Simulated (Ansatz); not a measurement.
# SiGeH₂ (triplet): one geometry, many settings

Aim: run SiGeH₂ (triplet) at one geometry under a spread of methods and options, and see what each costs and gives.

Program: Ansatz 0.2.0, Gaussian basis. Level of theory: the settings change from run to run. These are calculated values, not measurements.

16 further runs of the same task are left out: 4 that didn't finish, 12 set aside as unsound or not needed.

### Step 1. The geometry

The geometry is a PBE0/def2-TZVP stationary point (not a proven minimum) of the parent state, kept for this charge and spin. No spin-orbit coupling is included. The filled d shell of Ge may be among the frozen orbitals whatever the setting's name suggests; the logs give the count.

4 atoms, charge 0, spin multiplicity 3.

Atoms are counted from 1 here; the program's logs count them from 0.

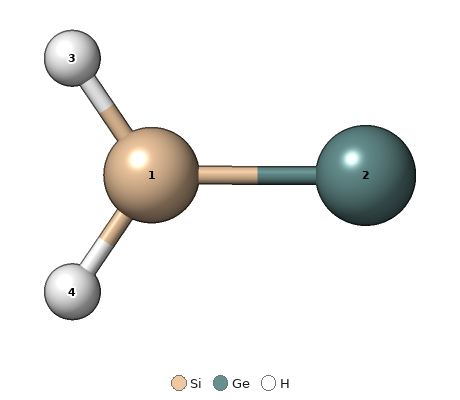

The geometry (silicon light orange, germanium teal, hydrogen white); atoms are numbered from 1 in the order of the file.

### Step 2. CASSCF(4,9)/cc-pVDZ

in.yaml

```yaml
crystal:
  periodic: [false, false, false]
  atoms:
    - {symbol: Si, position_ang: [0.000000, 0.000000, 1.577849]}
    - {symbol: Ge, position_ang: [0.000000, 0.000000, -0.676984]}
    - {symbol: H, position_ang: [0.000000, 1.233043, 2.411565]}
    - {symbol: H, position_ang: [0.000000, -1.233043, 2.411565]}
basis:
  gaussian: {orbitals: cc-pVDZ, fitting: {mean_field: def2-universal-jkfit}}
magnetization: {spin_polarized: false, initial_magnetization: 2}
correlation: {active_space: {window: {electrons: 4, orbitals: 9}}}
output: {forces: true}
```

Command:

```sh
ansatz run in.yaml --threads 1 --pin off --events-out ev --progress --plain --max-ram 2393MiB
```

Standard output:

```text
Functional definition: HF
  name "HF"
  cite "Fock, Z. Phys. 61, 126 (1930) doi:10.1007/BF01340294"
  parent pbe
  exchange = exact_x
  correlation = 0
430 factors; integrals over basis functions are off by at most 3.5e-1 eV
mean field evaluation 1: about -64364.1062 eV, gradient 8.6e0 eV
mean field evaluation 2: about -64364.6708 eV, gradient 2.6e0 eV
mean field evaluation 4: about -64364.7307 eV, gradient 2.2e-1 eV
mean field evaluation 8: about -64364.5612 eV, gradient 2.0e0 eV
mean field -64364.73194018 eV, -2365.3602708192 hartree, gradient 5.4e-7 eV, S^2 2.000000; 2 other end points of the search recorded, 0 dependent functions left out
reference -64364.73194018 eV, -2365.3602708192 hartree; 25, 23 occupied and 30, 32 virtual orbitals, 430 factors
state -64365.93776524 eV, -2365.4045840728 hartree
the orbitals are reached from a further start. From the first start the search ends at -64365.71960320 eV, -2365.3965667658 hartree
the calculation of the forces begins
Total energy: -64365.93776524 eV, -2365.4045840728 hartree
Atom 0 at     0.000000     0.000000     1.577849 Å, force     0.000000     0.000000     0.938621 eV/Å
Atom 1 at     0.000000     0.000000    -0.676984 Å, force    -0.000000    -0.000000    -1.451924 eV/Å
Atom 2 at     0.000000     1.233043     2.411565 Å, force    -0.000000    -0.135932     0.256652 eV/Å
Atom 3 at     0.000000    -1.233043     2.411565 Å, force     0.000000     0.135932     0.256652 eV/Å
Dipole moment:     0.000000     0.000000     0.298548 e Å
```

Wall time 12 s (1 thread of Arm Neoverse V1, shared host).

From the report: 1,296 determinants; active occupations 1.93, 1.00, 0.99, 0.04, 0.02, 0.01, 0.01, 0.01, 0.00.

### Step 3. CCSD(T) on ROHF/cc-pVDZ

Changes to in.yaml since step 2:

```diff
@@ -8,5 +8,5 @@
 basis:
-  gaussian: {orbitals: cc-pVDZ, fitting: {mean_field: def2-universal-jkfit}}
+  gaussian: {orbitals: cc-pVDZ}
 magnetization: {spin_polarized: false, initial_magnetization: 2}
-correlation: {active_space: {window: {electrons: 4, orbitals: 9}}}
-output: {forces: true}
+correlation: {method: ccsd_t, electrons: outside_noble_gas}
+accuracy: high
```

Same command.

Standard output (excerpt; [...] marks lines left out):

```text
Functional definition: HF
  name "HF"
  cite "Fock, Z. Phys. 61, 126 (1930) doi:10.1007/BF01340294"
  parent pbe
[...]
1137 factors; integrals over basis functions are off by at most 4.4e-9 eV
[...]
mean field -64364.73335402 eV, -2365.3603227771 hartree, gradient 1.6e-8 eV, S^2 2.000000; 5 other end points of the search recorded, 0 dependent functions left out
determinant -64364.73335402 eV, -2365.3603227771 hartree, with singles and doubles -64369.73897455 eV, -2365.5442759385 hartree
determinant -64363.33520559 eV, -2365.3089417698 hartree, with singles and doubles -64368.34272970 eV, -2365.4929648866 hartree
determinant -64363.26424993 eV, -2365.3063341976 hartree, with singles and doubles -64368.62404678 eV, -2365.5033030988 hartree
determinant -64361.85967579 eV, -2365.2547170501 hartree, with singles and doubles -64366.95111843 eV, -2365.4418241157 hartree
19 core orbitals not correlated: weight in the atoms' cores, before any rotation towards them, 1.000 or more for the frozen orbitals, at most 0.000 for the correlated occupied ones
reference -64364.73335402 eV, -2365.3603227771 hartree; 6, 4 occupied and 30, 32 virtual orbitals, 1137 factors
second order -3.98096001 eV of doubles, -0.06744406 eV of singles
cycle   1  -5.00558508 eV  change    3.5e-5 eV  update   3.0e-4
[...]
cycle  17  -5.00558546 eV  change   2.0e-10 eV  update  9.8e-10
perturbative correction -0.15548743 eV, -0.0057140575 hartree
Total energy: -64369.89442691 eV, -2365.5499887073 hartree
```

It took 8.5 s on 1 thread of Arm Neoverse V1, shared host.

From the report: correlation -5.1611 eV; T1 0.019; largest double amplitude 0.05.

### Step 4. CCSD(T)/cc-pVDZ

Changes to in.yaml since step 3:

```diff
@@ -10,3 +10,5 @@
 magnetization: {spin_polarized: false, initial_magnetization: 2}
-correlation: {method: ccsd_t, electrons: outside_noble_gas}
-accuracy: high
+hamiltonian: {xc: {name: B3LYP}}
+correlation: {method: ccsd_t, electrons: valence, diis_vectors: 4}
+scf: {lower_state_search: light}
+output: {forces: true}
```

Same command.

Standard output (excerpt; [...] marks lines left out):

```text
Functional definition: B3LYP
  name "B3LYP"
  cite "Stephens, Devlin, Chabalowski & Frisch, J. Phys. Chem. 98, 11623 (1994) doi:10.1021/j100096a001"
  cite "Becke, Phys. Rev. A 38, 3098 (1988) doi:10.1103/PhysRevA.38.3098"
  cite "Lee, Yang & Parr, Phys. Rev. B 37, 785 (1988) doi:10.1103/PhysRevB.37.785"
  cite "Vosko, Wilk & Nusair, Can. J. Phys. 58, 1200 (1980) doi:10.1139/p80-159"
[...]
598 factors; integrals over basis functions are off by at most 1.3e-3 eV
[...]
mean field -64426.86711106 eV, -2367.6436962323 hartree, gradient 3.2e-7 eV, S^2 2.000000; 4 other end points of the search recorded, 0 dependent functions left out
14 core orbitals not correlated: weight in the atoms' cores, before any rotation towards them, 1.000 or more for the frozen orbitals, at most 0.000 for the correlated occupied ones
reference -64364.26577872 eV, -2365.3431397015 hartree; 11, 9 occupied and 30, 32 virtual orbitals, 598 factors
second order -4.76713660 eV of doubles, -0.38639253 eV of singles
cycle   1  -5.61290064 eV  change   -4.7e-1 eV  update   6.7e-2
[...]
cycle  14  -5.85866546 eV  change   -2.9e-7 eV  update   4.1e-7
perturbative correction -0.20404799 eV, -0.0074986253 hartree
[...]
Total energy: -64370.32849216 eV, -2365.5659403112 hartree
Atom 0 at     0.000000     0.000000     1.577849 Å, force     0.000000    -0.000000     0.967868 eV/Å
Atom 1 at     0.000000     0.000000    -0.676984 Å, force     0.000000     0.000000    -1.661117 eV/Å
Atom 2 at     0.000000     1.233043     2.411565 Å, force    -0.000000     0.024850     0.346625 eV/Å
Atom 3 at     0.000000    -1.233043     2.411565 Å, force    -0.000000    -0.024850     0.346625 eV/Å
Dipole moment:     0.000000    -0.000000     0.245524 e Å
```

Run time: 18 s. Hardware: 1 thread of Arm Neoverse V1, shared host.

From the report: correlation -6.0627 eV; T1 0.017; largest double amplitude 0.04. The orbitals are Kohn-Sham ones, so correlation energy and T1 don't compare with those on Hartree-Fock orbitals.

### Step 5. CCSDT on ROHF/6-31G

Changes to in.yaml since step 4:

```diff
@@ -8,7 +8,4 @@
 basis:
-  gaussian: {orbitals: cc-pVDZ}
+  gaussian: {orbitals: 6-31G}
 magnetization: {spin_polarized: false, initial_magnetization: 2}
-hamiltonian: {xc: {name: B3LYP}}
-correlation: {method: ccsd_t, electrons: valence, diis_vectors: 4}
-scf: {lower_state_search: light}
-output: {forces: true}
+correlation: {method: ccsdt, electrons: outside_noble_gas}
```

Same command.

Standard output (excerpt; [...] marks lines left out):

```text
Functional definition: HF
  name "HF"
  cite "Fock, Z. Phys. 61, 126 (1930) doi:10.1007/BF01340294"
  parent pbe
[...]
802 factors; integrals over basis functions are off by at most 6.1e-8 eV
[...]
mean field -64354.93772373 eV, -2365.0003400037 hartree, gradient 1.4e-6 eV, S^2 2.000000; 8 other end points of the search recorded, 0 dependent functions left out
[...]
determinant -64354.93772373 eV, -2365.0003400037 hartree, with singles and doubles -64357.72544491 eV, -2365.1027868672 hartree
determinant -64353.79203880 eV, -2364.9582368590 hartree, with singles and doubles -64356.48998108 eV, -2365.0573844089 hartree
determinant -64353.53892941 eV, -2364.9489352606 hartree, with singles and doubles -64356.93300420 eV, -2365.0736652085 hartree
determinant -64351.99946064 eV, -2364.8923608268 hartree, with singles and doubles -64354.87611167 eV, -2364.9980758022 hartree
determinant -64351.55456259 eV, -2364.8760111248 hartree, with singles and doubles -64354.47077312 eV, -2364.9831798852 hartree
19 core orbitals not correlated: weight in the atoms' cores, before any rotation towards them, 0.999 or more for the frozen orbitals, at most 0.000 for the correlated occupied ones
reference -64354.93772373 eV, -2365.0003400037 hartree; 6, 4 occupied and 21, 23 virtual orbitals, 802 factors
second order -2.05608650 eV of doubles, -0.03431491 eV of singles
cycle   1  -2.55552971 eV  change   -4.6e-1 eV  update   7.0e-2
[...]
cycle  14  -2.86516399 eV  change    2.9e-7 eV  update   7.5e-7
Total energy: -64357.80288772 eV, -2365.1056328382 hartree
```

Wall time 7.5 s (1 thread of Arm Neoverse V1, shared host).

From the report: correlation -2.8652 eV; T1 0.018; largest double amplitude 0.05.

### Step 6. CCSDT/STO-3G

Changes to in.yaml since step 5:

```diff
@@ -8,4 +8,5 @@
 basis:
-  gaussian: {orbitals: 6-31G}
-magnetization: {spin_polarized: false, initial_magnetization: 2}
-correlation: {method: ccsdt, electrons: outside_noble_gas}
+  gaussian: {orbitals: STO-3G}
+magnetization: {spin_polarized: true, initial_magnetization: 2}
+hamiltonian: {xc: {name: PBE}}
+correlation: {method: ccsdt, electrons: all}
```

The command is unchanged.

Standard output (excerpt; [...] marks lines left out):

```text
Functional definition: PBE
  name "PBE"
  cite "Perdew, Burke & Ernzerhof, Phys. Rev. Lett. 77, 3865 (1996) doi:10.1103/PhysRevLett.77.3865"
  parent pbe
[...]
401 factors; integrals over basis functions are off by at most 3.6e-8 eV
[...]
mean field -63665.93759380 eV, -2339.6800522497 hartree, gradient 2.6e-6 eV, S^2 2.001561; 14 other end points of the search recorded, 0 dependent functions left out
reference -63627.95171283 eV, -2338.2840968720 hartree; 25, 23 occupied and 4, 6 virtual orbitals, 401 factors
second order -2.56771854 eV of doubles, -1.79821865 eV of singles
cycle   1  -3.74031785 eV  change   -4.9e-1 eV  update   1.1e-1
[...]
cycle  23  -4.95342438 eV  change    4.4e-7 eV  update   7.5e-7
WARN: these amplitudes may be one of several solutions (largest doubles amplitude 0.08, level shift 5.99 eV)
Total energy: -63632.90513722 eV, -2338.4661318605 hartree
```

Run time: 52 s. Hardware: 1 thread of Arm Neoverse V1, shared host; peak memory 0.47 GiB.

From the report: ⟨S²⟩ of the determinant 2.002 (pure triplet: 2.00); correlation -4.9534 eV; T1 0.058; largest double amplitude 0.08. The orbitals are Kohn-Sham ones, so correlation energy and T1 don't compare with those on Hartree-Fock orbitals. The report flags that the cluster equations may have other roots.

### Step 7. The runs in one table

Where basis and cores are those of an earlier UCCSDT(Q)/cc-pVDZ run (-64369.9408 eV), and the state is the same kind, the miss against it is given. † marks a result that the program doubts.

```csv
level,correlated,functions,energy (eV),from UCCSDT(Q) (meV),time
"CASSCF(4,9)/cc-pVDZ",,55,-64365.9378,4003.1,12 s
CCSD(T) on ROHF/cc-pVDZ,outside noble gas,55,-64369.8944,46.4,8.5 s
CCSD(T)/cc-pVDZ (on B3LYP orbitals),valence,55,-64370.3285,,18 s
CCSDT on ROHF/6-31G,outside noble gas,46,-64357.8029,,7.5 s
CCSDT/STO-3G (on PBE orbitals) †,all,29,-63632.9051,,52 s
```

### Step 8. Results

| quantity | value |
| --- | --- |
| runs | 5 |
| quickest | CCSDT on ROHF/6-31G, 7.5 s |
| slowest | CCSDT/STO-3G (on PBE orbitals) †, 52 s |

**Reading.** Total energies in different bases, with other cores or another treatment of relativity can't be set against each other. CCSDT/STO-3G (on PBE orbitals) † took 7 times as long as CCSDT on ROHF/6-31G; the jobs differ in more than the method. Hartree-Fock, CASSCF and CASCI lack dynamic correlation by design.
